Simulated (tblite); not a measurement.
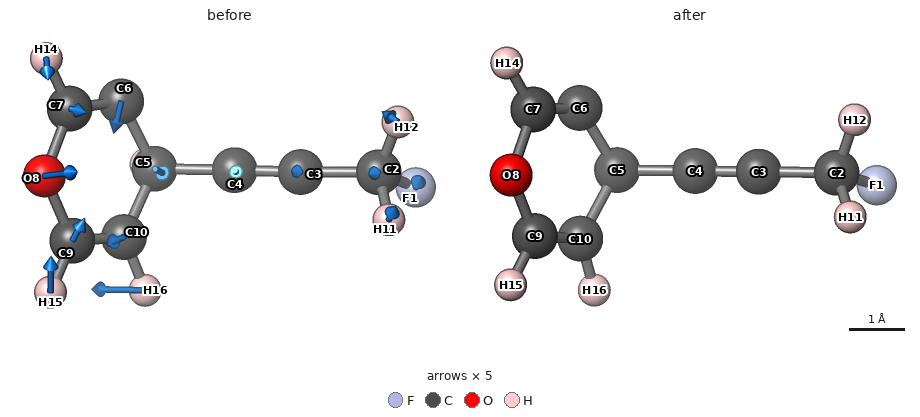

The structure of C₈H₆FO (multiplicity 2) before (left) and after (right) a relaxation, at one scale. The blue arrows give the displacements, 5 times their true length.

A ball-and-stick model, seen face on.

Method: GFN2-xTB geometry optimisation, gas phase (tblite). 

> Describe what moved and what it gained.

The atom that moves furthest after the best rigid fit is an H atom (0.28 Å). Largest moves by element: H 0.28 Å, O 0.21 Å, C 0.13 Å, F 0.10 Å. Among the contacts that change: C–C 1.469 → 1.529 Å, C–H 1.105 → 1.077 Å, C–O 1.377 → 1.350 Å, C–C 1.479 → 1.456 Å. Among the angles between lasting bonds that change: C–C–C 118.4° → 128.3°, C–C–H 117.1° → 126.5°, C–C–C 113.9° → 105.1°. After 67 geometry steps the energy has fallen by 55.2 kJ/mol.
